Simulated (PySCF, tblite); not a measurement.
# C₂H₇SSi radical: geometry, infrared bands and EPR parameters

What infrared bands and EPR parameters should C₂H₇SSi radical (`C[Si](C)S`) show?

Computed with tblite 0.8.0 and PySCF 2.14.0, with density-fitted response routines of our own, on a single molecule in the gas phase. Atoms count from 0, in the outputs and in this text.

## (1) Starting geometry

11 atoms, charge 0, multiplicity 2; geometry from: force field or distance geometry start.

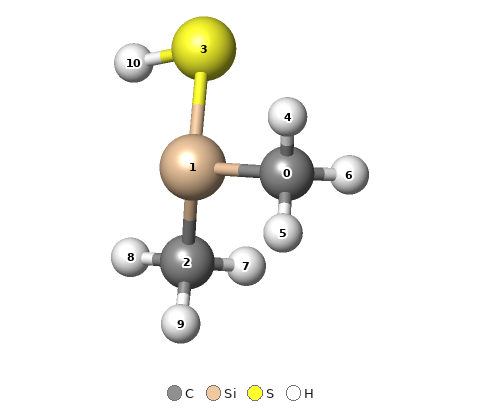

The starting geometry (carbon grey, silicon light orange, sulfur yellow, hydrogen white), atoms numbered.

## (2) Optimising the geometry with GFN2-xTB

Job settings and geometry (Å):

```
{"job": {"kind": "relax", "xc": "GFN2-xTB", "basis": "xTB"}, "charge": 0, "multiplicity": 2}
C      1.676400    -0.460000    -0.046100
Si     0.065900     0.165200     0.632800
C     -1.390600    -0.562600    -0.206400
S      0.006000     2.306000     0.432200
H      2.522500    -0.026400     0.490000
H      1.735000    -1.546100     0.043500
H      1.770700    -0.204500    -1.109800
H     -1.398600    -0.307600    -1.271800
H     -2.328600    -0.189400     0.224000
H     -1.413100    -1.651100    -0.118800
H     -1.240100     2.479100     0.904500
```

The run is started by

```
$ OMP_NUM_THREADS=1 python probes_run.py task.json out
```

One launch serves the whole session: the jobs run in the order shown.

Standard output:

```text
step      E/eV     max force
  0    -347.63795    1.825
  1    -347.70276    0.647
  2    -347.71978    0.324
  3    -347.72949    0.228
  4    -347.73400    0.173
  5    -347.73681    0.133
  6    -347.73901    0.110
  7    -347.74062    0.119
  8    -347.74146    0.082
  9    -347.74192    0.051
 10    -347.74231    0.061
 11    -347.74260    0.053
 12    -347.74274    0.036
 13    -347.74283    0.025
 14    -347.74294    0.037
 15    -347.74315    0.050
 16    -347.74344    0.062
 17    -347.74374    0.057
 18    -347.74397    0.037
 19    -347.74414    0.046
 20    -347.74432    0.055
 21    -347.74448    0.044
 22    -347.74458    0.027
 23    -347.74461    0.013
 24    -347.74464    0.012
 25    -347.74466    0.017
 26    -347.74468    0.016
 27    -347.74469    0.010
 28    -347.74470    0.010
 29    -347.74472    0.013
 30    -347.74474    0.022
 31    -347.74477    0.025
 32    -347.74480    0.017
 33    -347.74481    0.007
```

It took 0.14 s on 1 thread of Arm Neoverse V1, shared host.

Step by step: (not every step is listed)

```
step  energy from step 0 (eV)  largest force (eV/Å)
   0                   0.0000                1.8249
   1                  -0.0648                0.6468
   2                  -0.0818                0.3237
   3                  -0.0915                0.2277
   4                  -0.0960                0.1729
   5                  -0.0989                0.1328
   6                  -0.1011                0.1098
   7                  -0.1027                0.1191
   8                  -0.1035                0.0824
  10                  -0.1044                0.0613
  12                  -0.1048                0.0361
  14                  -0.1050                0.0375
  16                  -0.1055                0.0616
  18                  -0.1060                0.0367
  20                  -0.1064                0.0550
  22                  -0.1066                0.0270
  24                  -0.1067                0.0124
  26                  -0.1067                0.0157
  28                  -0.1068                0.0101
  29                  -0.1068                0.0134
  30                  -0.1068                0.0218
  31                  -0.1068                0.0248
  32                  -0.1069                0.0170
  33                  -0.1069                0.0073
```

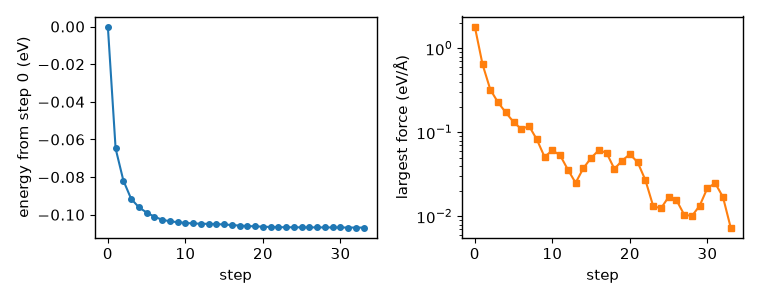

Energy and largest force along the relaxation.

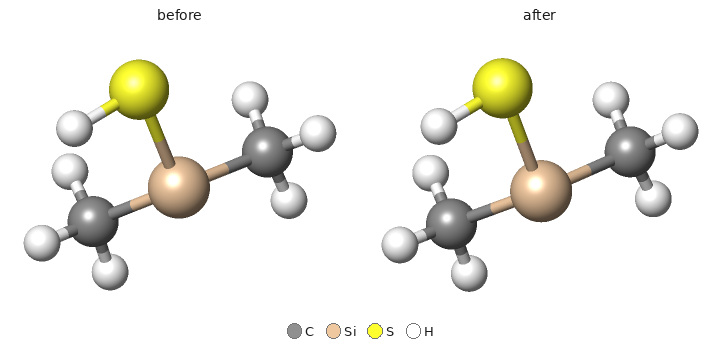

The geometry before (left) and after (right).

Distances of close pairs at the start and the end, largest changes first:

| bond | before (Å) | after (Å) | change (Å) |
| --- | --- | --- | --- |
| Si1–C2 | 1.832 | 1.907 | +0.075 |
| C0–Si1 | 1.856 | 1.899 | +0.043 |
| Si1–S3 | 2.151 | 2.190 | +0.039 |
| S3–H10 | 1.344 | 1.324 | -0.020 |
| C2–H8 | 1.097 | 1.086 | -0.011 |
| C0–H6 | 1.098 | 1.089 | -0.009 |
| C2–H9 | 1.092 | 1.085 | -0.007 |
| C2–H7 | 1.096 | 1.089 | -0.006 |

The next job starts from the end point, and lists it.

## (3) Infrared spectrum with GFN2-xTB

Job settings and geometry (Å):

```
{"job": {"kind": "ir", "xc": "GFN2-xTB", "basis": "xTB"}, "charge": 0, "multiplicity": 2}
C      1.698304    -0.452541    -0.038481
Si     0.054674     0.150102     0.698385
C     -1.449841    -0.585729    -0.213938
S      0.046394     2.323075     0.429764
H      2.545961    -0.002244     0.468766
H      1.790272    -1.531193     0.040935
H      1.760938    -0.183450    -1.091696
H     -1.417542    -0.324905    -1.270879
H     -2.389760    -0.219736     0.189518
H     -1.454094    -1.668281    -0.135753
H     -1.179882     2.497575     0.897415
```

Standard output:

```text
mode    cm-1     km/mol
  1      99.8      2.49
  2     113.6      0.11
  3     130.1     19.04
  4     146.5      9.96
  5     160.5      7.54
  6     194.9     13.84
  7     442.8     42.18
  8     681.7      8.52
  9     687.7     48.36
 10     754.9     21.65
 11     787.0      1.39
 12     821.3     80.97
 13     839.5     79.95
 14     845.6    136.34
 15    1353.2      7.88
 16    1361.0      1.62
 17    1467.2      0.57
 18    1471.2      0.50
 19    1475.8      1.68
 20    1482.2      1.94
 21    2471.4    101.94
 22    2993.9      4.52
 23    2999.3     24.67
 24    3038.0     17.55
 25    3045.9      5.24
 26    3047.8      7.18
 27    3050.2     39.39
```

Run time: 0.23 s. Hardware: 1 thread of Arm Neoverse V1, shared host.

Which atoms move in the most intense modes:

```csv
cm⁻¹,km/mol,atoms
443,42.2,"S3 45 %, Si1 41 %"
688,48.4,"C0 25 %, H10 20 %, C2 20 %, Si1 17 %"
821,81.0,"H4 19 %, Si1 19 %, H8 18 %, H9 12 %"
840,80.0,"H6 24 %, H7 20 %, H5 14 %"
846,136.3,"H4 21 %, H5 17 %, H8 15 %, H9 13 %"
2471,101.9,H10 97 %
2999,24.7,"H6 77 %, H7 16 %"
3050,39.4,"H9 60 %, H4 16 %, H5 16 %"
```

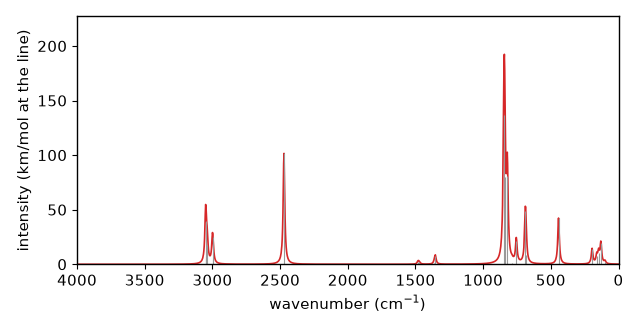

The infrared spectrum from these modes, unscaled. Lines are broadened to a width of 14 cm⁻¹ (Lorentzian).

## (4) g tensor and hyperfine couplings: B3LYP/pcH-1

Settings changed since step 3:

```diff
@@ -1,2 +1,2 @@
-{"job": {"kind": "ir", "xc": "GFN2-xTB", "basis": "xTB"}, "charge": 0, "multiplicity": 2}
+{"job": {"kind": "epr", "basis": "pcH-1"}, "charge": 0, "multiplicity": 2}
 C      1.698304    -0.452541    -0.038481
```

With the program's defaults for keys left out, this is: UKS B3LYP, pcH-1 on C H S Si, non-relativistic, mean-field spin-orbit, GIAO.

Standard output:

```text
UKS, coarse grid
  cycle   1  E = -768.07673522  |g| = 3.77e-01
  cycle   2  E = -768.04572497  |g| = 4.40e-01
  cycle   3  E = -768.14571359  |g| = 2.81e-02
  cycle   4  E = -768.14604194  |g| = 8.88e-03
  cycle   5  E = -768.14608979  |g| = 4.07e-03
  cycle   6  E = -768.14609741  |g| = 1.01e-03
  cycle   7  E = -768.14609844  |g| = 4.01e-04
UKS, final grid
  cycle   1  E = -768.14611341  |g| = 5.30e-04
  cycle   2  E = -768.14611328  |g| = 7.29e-04
  cycle   3  E = -768.14611358  |g| = 2.70e-05
  cycle   4  E = -768.14611358  |g| = 1.25e-05
E = -768.14611358 Eh   <S^2> = 0.7515 (exact 0.7500)
g shifts (ppm)      1          2          3
  rmc          -160       -160       -160
  gc             13         79         64
  oz_so        -247       1574       5802
  total        -393       1494       5706
hyperfine (MHz)  atom isotope    a_iso     a_fc   dipolar eigenvalues
    0   13C      35.60      35.58     -4.84     -4.55      9.38
    1  29Si    -575.77    -576.45   -150.50     74.36     76.13
    2   13C      58.27      58.24     -6.63     -6.21     12.83
    3   33S       5.26       5.24    -14.52    -13.11     27.63
    4    1H      -0.19      -0.20     -4.23     -2.40      6.63
    5    1H      -1.04      -1.04     -4.32     -2.32      6.64
    6    1H      48.81      48.81     -3.93      0.01      3.92
    7    1H      47.89      47.89     -4.63     -0.02      4.65
    8    1H      -0.67      -0.68     -5.06     -2.69      7.75
    9    1H      -3.96      -3.96     -5.05     -2.20      7.25
   10    1H       1.87       1.81     -4.21     -0.95      5.16
```

Run time: 25 s. Hardware: 1 thread of Arm Neoverse V1, shared host; peak memory 0.7 GiB.

Principal g values 2.00193, 2.00381, 2.00803; g(iso) = 2.00459, against 2.00232 for a free electron.

Hyperfine couplings; where a row names several nuclei, a(iso) is their mean (it holds for fast rotation or exchange) and the dipolar term the largest among them:

```csv
nuclei,isotope,a(iso) (MHz),"a(iso) (G, at g = 2.0023)",largest dipolar term (MHz)
Si1,29Si,-575.8,-205.4,-150.5
"C0, C2",13C,46.9,16.7,12.8
"H4, H5, H6, H7, H8, H9",1H,15.1,5.4,7.7
S3,33S,5.3,1.9,27.6
H10,1H,1.9,0.7,5.2
```

Mulliken spin populations:

| atom | value (e) |
| --- | --- |
| C0 | 0.01 |
| Si1 | 0.82 |
| C2 | 0.03 |
| S3 | 0.10 |
| H4 | 0.00 |
| H5 | 0.00 |
| H6 | 0.02 |
| H7 | 0.03 |
| H8 | 0.00 |
| H9 | 0.00 |
| H10 | 0.00 |

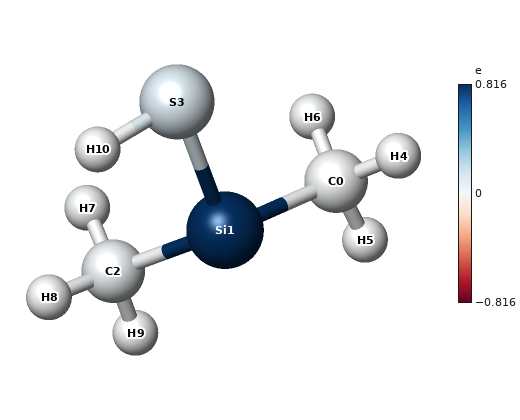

Mulliken spin populations, as colours on the atoms.

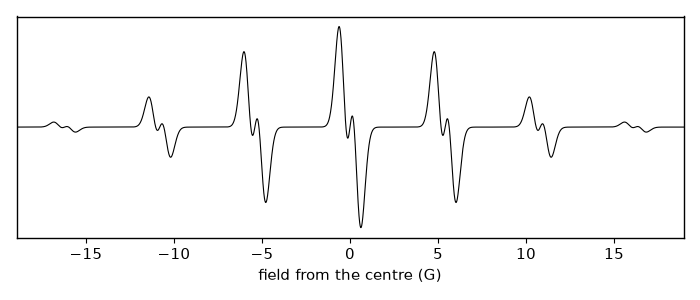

First-order isotropic spectrum (first derivative, main isotopes with spin only, couplings over 0.8 MHz, Gaussian width 0.3 G; couplings of the frozen geometry, rotation of groups not averaged beyond the rows shown).

Orbitals, density, ELF and potential are computed afterwards from the orbital file.

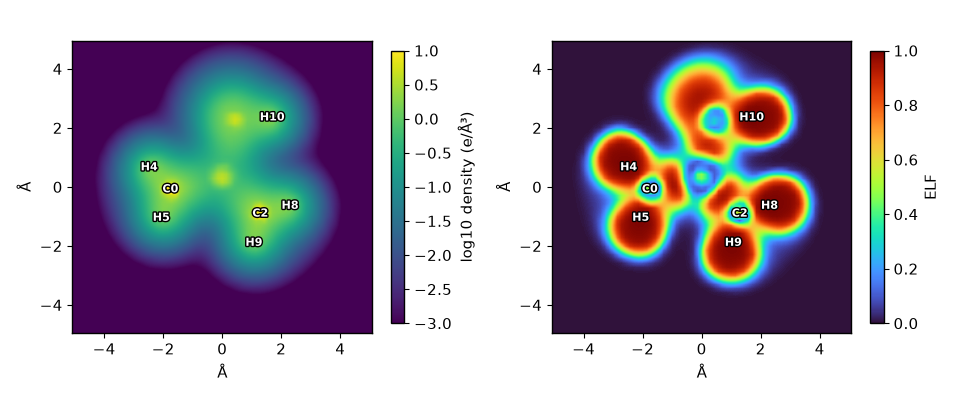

Density (left) and ELF (right) in a plane through or near 7 of the atoms.

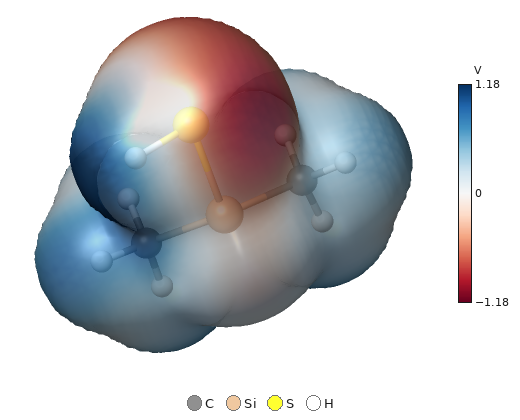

Electrostatic potential on the surface of density 0.002 e/bohr³; red is low, blue high. It runs from -1.01 V near S3 to 1.18 V near H10.

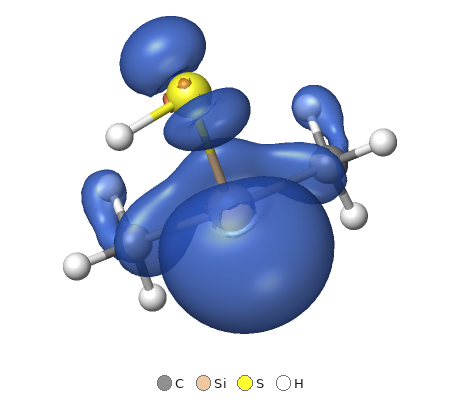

Spin density at ±0.02 e/Å³ (alpha excess blue, beta excess red).

## (5) Outcome

```
                                                                  quantity                    value
                                 strongest single infrared mode (GFN2-xTB)     846 cm⁻¹, 136 km/mol
                                              zero-point energy (GFN2-xTB)            51.4 kcal/mol
                                                            g(iso) (B3LYP)                  2.00459
                                                                      ⟨S²⟩       0.751 (exact 0.75)
                                        largest a(iso) (averaged by class)  29Si on Si1, -575.8 MHz
potential on the surface of density 0.002 e/bohr³, 1st and 99th percentile       -1.01 V and 1.18 V
```

What this shows: Over 33 steps the energy fell by 0.107 eV; of the close pairs, Si1–C2 changed most, 1.832 to 1.907 Å. No mode is imaginary among the 27: a minimum at this level. The strongest single mode, at 846 cm⁻¹, is spread over several atoms, H4, H5, H8, H9 among them. GFN2-xTB is a fitted tight-binding method: band positions and strengths are rough. Its intensities can rank the bands wrongly. Most of the unpaired spin sits on Si1 (0.82 e). The isotropic g lies 2.3 ppt above the free-electron value. The conformer search found further structures of the same energy, which may be mirror or relabelled copies of this one.
